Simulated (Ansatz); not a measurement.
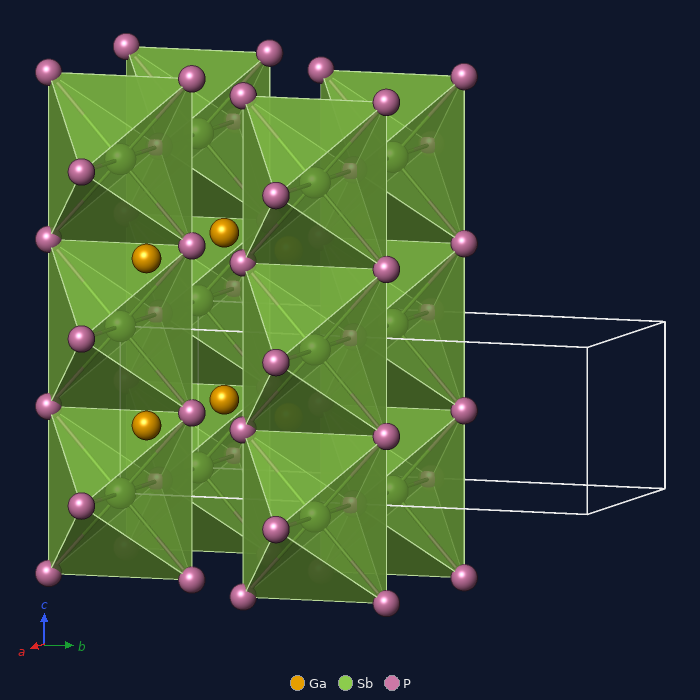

Polyhedra are drawn about Sb (bonds: P–Sb below 3 Å); other atoms are plain spheres.

System Ga2SbP3 (space group Cmmm, No. 65); source of the atomic positions: the geometry relaxed with DFT, PBEsol, plane waves, PAW (Ansatz 0.2.0).

Question: What figure surrounds each Sb atom, and what does it share with the other drawn polyhedra?

Answer: Sb: SbP6 octahedron, sharing edges with two neighbours and corners with two neighbours.

Question: How do these polyhedra hang together as a whole?

Answer: They form layers of corner- and edge-sharing octahedra parallel to (010). Their corner atoms also have Ga as close neighbours (those links are not drawn).
